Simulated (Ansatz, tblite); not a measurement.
**C₉H₁₃F₉O₃Si: spin states and exact exchange**

Is the singlet the ground state of C₉H₁₃F₉O₃Si? Other spin states are computed and compared level by level.

The runs use Ansatz 0.2.0, Gaussian basis; as each input shows.

Plan: triplet, at the geometry of the singlet (GFN1-xTB, GFN2-xTB, PBE0-D4/def2-TZVP, PBE-D4/def2-TZVP); the singlet's energies come from earlier runs.

## 1. The relaxed structure

The singlet was relaxed beforehand with PBE-D4/def2-SVP.

SMILES `CO[Si](CCC(F)(F)C(F)(F)C(F)(F)C(F)(F)F)(OC)OC`, 35 atoms, charge 0, spin multiplicity 1.

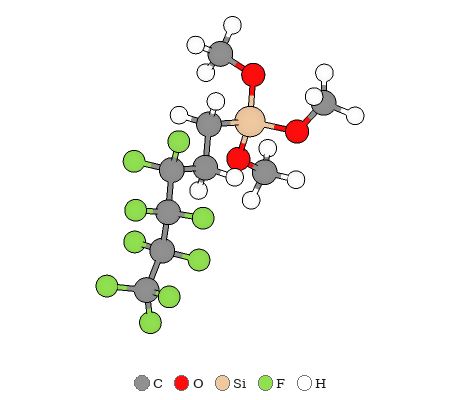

The structure; carbon grey, oxygen red, silicon light orange, fluorine green, hydrogen white.

Coordinates:

```xyz
35

C    -3.8127    1.1299   -0.0255
O    -2.8542    0.1005   -0.1943
Si   -1.8076   -0.4592    0.9753
C    -0.2511    0.5693    1.1293
C     0.5798    0.5499   -0.1594
C     1.8494    1.3718   -0.0324
F     1.5457    2.6630    0.3187
F     2.6595    0.8722    0.9499
C     2.7042    1.4932   -1.3345
F     1.9818    2.1898   -2.2516
F     3.8303    2.1954   -1.0437
C     3.1234    0.1386   -1.9876
F     2.0447   -0.3846   -2.6280
F     3.5244   -0.7343   -1.0300
C     4.2801    0.2588   -3.0315
F     5.4480    0.4953   -2.4185
F     4.0268    1.2518   -3.9007
F     4.3754   -0.8964   -3.7104
O    -1.2829   -1.9645    0.4888
C    -2.1398   -3.0081    0.0512
O    -2.6984   -0.4890    2.3919
C    -2.2088   -0.8999    3.6540
H    -4.5343    1.0846   -0.8672
H    -4.3738    1.0211    0.9283
H    -3.3396    2.1391   -0.0369
H     0.3590    0.1858    1.9745
H    -0.5325    1.6105    1.3926
H     0.8557   -0.4899   -0.4221
H    -0.0011    0.9530   -1.0135
H    -1.5156   -3.8314   -0.3521
H    -2.7538   -3.4144    0.8863
H    -2.8307   -2.6621   -0.7483
H    -3.0508   -0.9105    4.3764
H    -1.7699   -1.9230    3.6218
H    -1.4310   -0.2065    4.0496
```

## 2. Triplet at the fixed geometry, GFN1-xTB

Tight binding, by tblite at 300 K electronic temperature and without a spin-polarisation term:

```python
tblite.interface.Calculator('GFN1-xTB', numbers, positions, charge=0, uhf=2).singlepoint()
```

Energy -2399.3165 eV; 0.096 s.

## 3. Triplet at the fixed geometry, GFN2-xTB

Tight binding, by tblite at 300 K electronic temperature and without a spin-polarisation term:

```python
tblite.interface.Calculator('GFN2-xTB', numbers, positions, charge=0, uhf=2).singlepoint()
```

Energy -2237.6667 eV; 0.082 s.

## 4. Triplet at the fixed geometry, PBE0-D4/def2-TZVP

Contents of in.yaml:

```yaml
crystal:
  periodic: [false, false, false]
  atoms:
    - {symbol: C, position_ang: [-3.812655, 1.129943, -0.025538]}
    - {symbol: O, position_ang: [-2.854151, 0.100534, -0.194307]}
    - {symbol: Si, position_ang: [-1.807612, -0.459213, 0.975252]}
    - {symbol: C, position_ang: [-0.251056, 0.569322, 1.129260]}
    - {symbol: C, position_ang: [0.579797, 0.549935, -0.159370]}
    - {symbol: C, position_ang: [1.849443, 1.371772, -0.032446]}
    - {symbol: F, position_ang: [1.545739, 2.663021, 0.318665]}
    - {symbol: F, position_ang: [2.659523, 0.872174, 0.949909]}
    - {symbol: C, position_ang: [2.704151, 1.493183, -1.334457]}
    - {symbol: F, position_ang: [1.981811, 2.189815, -2.251624]}
    - {symbol: F, position_ang: [3.830273, 2.195410, -1.043681]}
    - {symbol: C, position_ang: [3.123405, 0.138631, -1.987627]}
    - {symbol: F, position_ang: [2.044714, -0.384620, -2.628000]}
    - {symbol: F, position_ang: [3.524423, -0.734264, -1.029974]}
    - {symbol: C, position_ang: [4.280065, 0.258798, -3.031453]}
    - {symbol: F, position_ang: [5.448017, 0.495287, -2.418541]}
    - {symbol: F, position_ang: [4.026788, 1.251820, -3.900685]}
    - {symbol: F, position_ang: [4.375443, -0.896445, -3.710418]}
    - {symbol: O, position_ang: [-1.282922, -1.964478, 0.488823]}
    - {symbol: C, position_ang: [-2.139835, -3.008103, 0.051240]}
    - {symbol: O, position_ang: [-2.698373, -0.488986, 2.391866]}
    - {symbol: C, position_ang: [-2.208767, -0.899867, 3.653950]}
    - {symbol: H, position_ang: [-4.534253, 1.084629, -0.867225]}
    - {symbol: H, position_ang: [-4.373787, 1.021079, 0.928258]}
    - {symbol: H, position_ang: [-3.339634, 2.139099, -0.036930]}
    - {symbol: H, position_ang: [0.358984, 0.185805, 1.974454]}
    - {symbol: H, position_ang: [-0.532453, 1.610491, 1.392579]}
    - {symbol: H, position_ang: [0.855711, -0.489934, -0.422144]}
    - {symbol: H, position_ang: [-0.001094, 0.953020, -1.013532]}
    - {symbol: H, position_ang: [-1.515603, -3.831371, -0.352107]}
    - {symbol: H, position_ang: [-2.753793, -3.414383, 0.886344]}
    - {symbol: H, position_ang: [-2.830710, -2.662088, -0.748336]}
    - {symbol: H, position_ang: [-3.050762, -0.910550, 4.376363]}
    - {symbol: H, position_ang: [-1.769855, -1.922955, 3.621849]}
    - {symbol: H, position_ang: [-1.431002, -0.206489, 4.049612]}
basis:
  gaussian: {orbitals: def2-TZVP, fitting: {mean_field: def2-universal-jkfit}}
magnetization: {spin_polarized: true, initial_magnetization: 2}
hamiltonian: {xc: pbe0, dispersion: d4}
scf: {omitted_lower_state_checks: [starts]}
output: {orbitals: {seedname: orbitals}}
```

Launch:

```console
$ ansatz run in.yaml --threads 2 --pin off --events-out ev --progress --plain --max-ram 32768MiB --backend cuda --devices 0, --max-vram 18GiB
```

What it wrote:

```text
Functional definition: PBE0
  name "PBE0"
  cite "Adamo & Barone, J. Chem. Phys. 110, 6158 (1999) doi:10.1063/1.478522"
  cite "Perdew, Burke & Ernzerhof, Phys. Rev. Lett. 77, 3865 (1996) doi:10.1103/PhysRevLett.77.3865"
  parent pbe
  parameter a = 0.25
  parameter kappa = 0.804
  parameter beta = 0.06672455060314922
  exchange = (1 - a)*pbe_x(kappa = kappa, mu = beta*pi^2/3) + a*exact_x
  correlation = pbe_c(beta = beta)
these checks for a lower state are left out or cut short: starts
1961 factors; integrals over basis functions are off by at most 1.6e0 eV
mean field evaluation 1: about -47954.9297 eV, gradient 8.2e1 eV
mean field evaluation 2: about -47107.3154 eV, gradient 3.3e2 eV
mean field evaluation 4: about -47974.8751 eV, gradient 3.9e1 eV
mean field evaluation 8: about -47984.4035 eV, gradient 3.2e0 eV
mean field evaluation 16: about -47984.5317 eV, gradient 3.7e0 eV
mean field -47984.60296277 eV, -1763.4016337497 hartree, gradient 4.0e-6 eV, S^2 2.006742; 0 other end points of the search recorded, 0 dependent functions left out
reference -47984.60301702 eV, -1763.4016357435 hartree; 94, 92 occupied and 672, 674 virtual orbitals, 1961 factors
Total energy: -47985.49819190 eV, -1763.4345328133 hartree
Checks for a lower state left out: starts
```

Run time: 23 s. Hardware: 1 × H100 (card shared with other runs) with 2 threads of AMD EPYC 7R13, shared host; peak host memory 1.4 GiB.

From the report: HOMO -1.19 eV, LUMO -7.04 eV (over both spins; with the spin held, an empty level of the minority spin lies below the top filled one); ⟨S²⟩ 2.007 (pure: 2.00).

## 5. Triplet at the fixed geometry, PBE-D4/def2-TZVP

start.molden holds the orbitals of an earlier run on this state, given as this run's starting guess.

in.yaml, as its differences from that of step 4:

```diff
@@ -39,5 +39,5 @@
 basis:
-  gaussian: {orbitals: def2-TZVP, fitting: {mean_field: def2-universal-jkfit}}
+  gaussian: {orbitals: def2-TZVP, fitting: {mean_field: def2-universal-jkfit}, initial_orbitals: start.molden}
 magnetization: {spin_polarized: true, initial_magnetization: 2}
-hamiltonian: {xc: pbe0, dispersion: d4}
+hamiltonian: {xc: pbe, dispersion: d4}
 scf: {omitted_lower_state_checks: [starts]}
```

The command is unchanged.

What it wrote:

```text
Functional definition: PBE
  name "PBE"
  cite "Perdew, Burke & Ernzerhof, Phys. Rev. Lett. 77, 3865 (1996) doi:10.1103/PhysRevLett.77.3865"
  parent pbe
  parameter kappa = 0.804
  parameter beta = 0.06672455060314922
  exchange = pbe_x(kappa = kappa, mu = beta*pi^2/3)
  correlation = pbe_c(beta = beta)
these checks for a lower state are left out or cut short: starts
1961 factors; integrals over basis functions are off by at most 1.6e0 eV
mean field evaluation 1: about -47983.2719 eV, gradient 1.6e1 eV
mean field evaluation 2: about -47983.9288 eV, gradient 8.6e-1 eV
mean field evaluation 4: about -47984.1077 eV, gradient 3.4e-1 eV
mean field evaluation 8: about -47984.0962 eV, gradient 1.1e-2 eV
mean field evaluation 16: about -47984.0963 eV, gradient 2.2e-4 eV
mean field -47984.09625081 eV, -1763.3830124285 hartree, gradient 4.8e-6 eV, S^2 2.001245; 0 other end points of the search recorded, 0 dependent functions left out
reference -47984.09632374 eV, -1763.3830151086 hartree; 94, 92 occupied and 672, 674 virtual orbitals, 1961 factors
Total energy: -47985.13468904 eV, -1763.4211743297 hartree
Checks for a lower state left out: starts
```

Wall time 18 s (1 × H100 (card shared with other runs) with 2 threads of AMD EPYC 7R13, shared host); peak host memory 1.3 GiB.

From the report: HOMO -0.75 eV, LUMO -7.35 eV (over both spins; with the spin held, an empty level of the minority spin lies below the top filled one); ⟨S²⟩ 2.001 (pure: 2.00).

## 6. Triplet less singlet, vertical

The singlet's energies are those of its earlier runs, whose logs aren't repeated here.

| level | triplet less singlet, vertical (eV) | time |
| --- | --- | --- |
| GFN1-xTB | +8.167 | 0.16 s |
| GFN2-xTB | +7.914 | 0.14 s |
| PBE-D4/def2-TZVP | +6.597 | 27 s |
| PBE0-D4/def2-TZVP | +7.588 | 29 s |

Times add the two runs; a level without a time comes out of a correlated run. Tight binding without a spin term can't rank spin states.

## 7. Summary of results

```
                                                quantity                                   value
triplet less singlet, vertical, functionals in def2-TZVP  +6.597 (PBE-D4) to +7.588 eV (PBE0-D4)
```

In words: All functionals put the triplet above the singlet, over a spread of 0.992 eV. The checks for a lower triplet were left out, so another state of that spin may lie lower. These are electronic energies, without zero-point motion, entropy or surroundings.
